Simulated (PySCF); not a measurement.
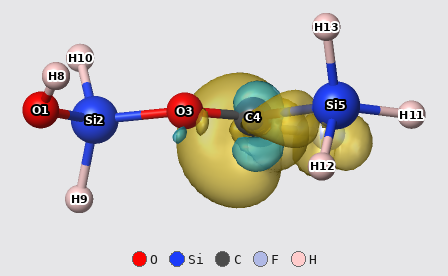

*C$_{2}$H$_{6}$FO$_{2}$Si$_{2}$ (SMILES O[SiH2]O/C([SiH3])=[C]/F) (doublet). Isosurfaces of the spin density (α minus β) at +0.03 (yellow) and −0.03 e/Å³ (cyan), seen from one side.*

Geometry: GFN2-xTB.

Level of theory: UKS B3LYP, pcH-1 on C F H O Si, non-relativistic, mean-field spin-orbit, GIAO (PySCF).

| atom | x (Å) | y (Å) | z (Å) |
| --- | --- | --- | --- |
| O | 2.8831 | -0.7419 | 0.6162 |
| Si | 2.0156 | 0.3733 | -0.1699 |
| O | 0.4743 | -0.1779 | -0.0674 |
| C | -0.6607 | 0.3923 | -0.5228 |
| Si | -2.1101 | -0.7561 | 0.0317 |
| C | -0.7470 | 1.4969 | -1.1993 |
| F | -1.8614 | 2.0721 | -1.6572 |
| H | 2.6378 | -1.6638 | 0.6027 |
| H | 2.1978 | 1.5998 | 0.5876 |
| H | 2.3863 | 0.4637 | -1.5789 |
| H | -3.3662 | -0.1465 | -0.3905 |
| H | -1.9893 | -0.8661 | 1.4846 |
| H | -1.8644 | -2.0454 | -0.6158 |

**Where is the unpaired spin?**

The unpaired spin (1 electron) lies mostly on C6 (about 0.7), F7 (about 0.1) and C4 (about 0.1), in electrons by Hirshfeld's partition.
